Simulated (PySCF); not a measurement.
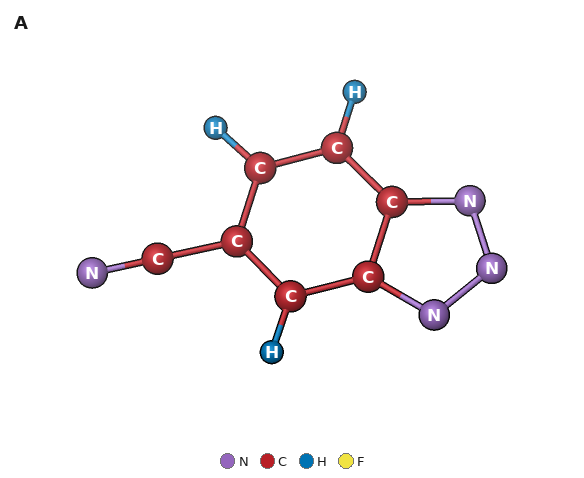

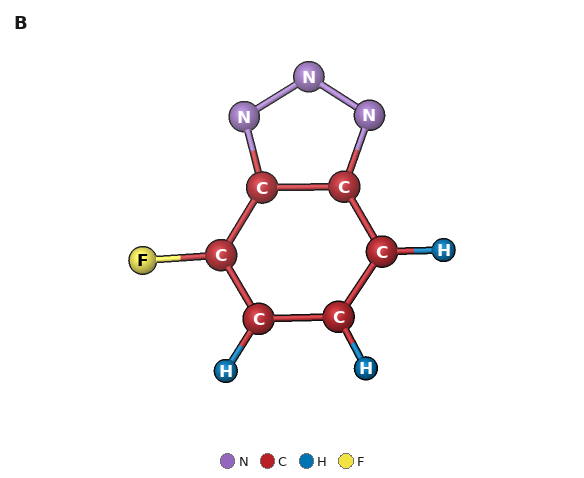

Two related species, optimised with GFN2-xTB; properties computed with PySCF 2.14.0. Both: charge −1, singlet.

Identify both.

A is C7H3N4(-) (N#Cc1ccc2[n-]nnc2c1), B is C6H3FN3(-) (Fc1cccc2[n-]nnc12).

Compare them. With CAM-B3LYP/def2-SVPD: HOMO energy (Kohn–Sham orbital) (eV), mean static polarisability (bohr³).

```csv
quantity,A,B
HOMO energy (Kohn–Sham orbital) (eV),−3.84,−3.25
mean static polarisability (bohr³),114.1,94.4
```

Each is one conformer, and no frequency run is at hand to confirm it as a minimum.
